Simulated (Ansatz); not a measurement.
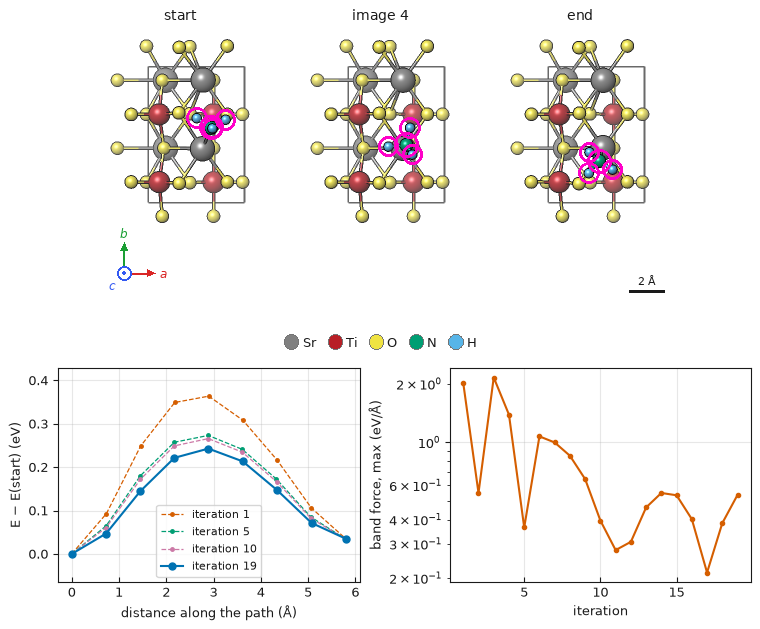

NEB run on NH3 on SrTiO3(110) (24 atoms in the cell). Images are numbered from 0 (start) to 8 (end). The plot follows the band through its iterations. The picture is a ball-and-stick view of the simulation cell, with the vacuum cut short (origin moved), seen along the c axis. The atoms that move most are ringed. Bonds to atoms that aren't drawn are left out.

Method: Ansatz, DFT LDA, scalar-relativistic, plane waves, PAW. Settings: plane-wave cutoff 420 eV; k-point mesh 2 × 2 × 1; Gaussian smearing 0.05 eV; 6 atoms held fixed; 7 movable images; climbing image; force threshold 0.03 eV/Å; iteration limit 19; optimiser FIRE; starting path by image-dependent pair potential.

Question: Judge this run.

Answer: The result isn't final. The band hadn't converged when the run stopped after 19 iterations. The largest component of the band force went from 2 to 0.54 eV/Å. The barrier read from it is provisional, though the highest image hardly moved in the last two iterations. The first iteration put the highest image at 0.364 eV. The highest point, image 4, lies 0.243 eV above the start and 0.208 eV above the end; the end is at +0.035 eV relative to the start.

Limits of the set-up: the periodic images lie only 5.5 Å apart, so the values are limited by the cell's size.

The run took 24 min on 2 threads of Arm Neoverse V2, with other jobs on the host, peak memory 2.2 GiB.

PAW datasets: the set soft_1.
